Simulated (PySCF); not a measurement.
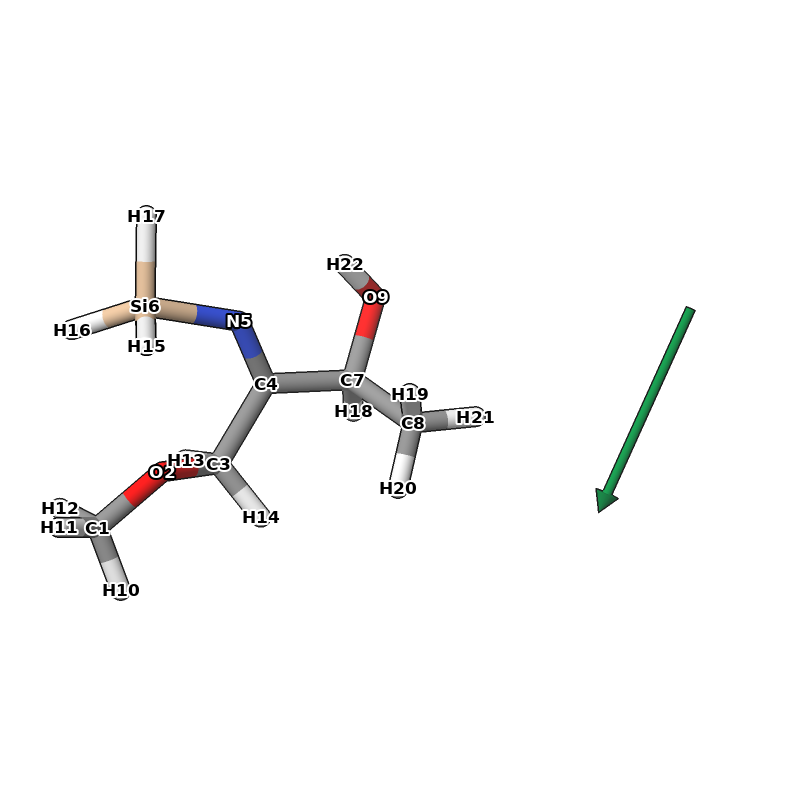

The arrow beside the molecule shows the direction of the dipole moment, from the negative to the positive end (its length means nothing). Computed geometry: GFN2-xTB optimisation. No frequency run is at hand to confirm it as a minimum. Properties computed with PBE0/pcSseg-1, gas phase (PySCF 2.14.0).

How large is the dipole moment?

4.34 D; it points from the side of H22 to the side of H10 (the outermost atoms at the two ends).

The geometry is semi-empirical. Around Si such bond lengths and angles can be off by a tenth of an ångström or more and by several degrees, and values that hang on the shape move with them.
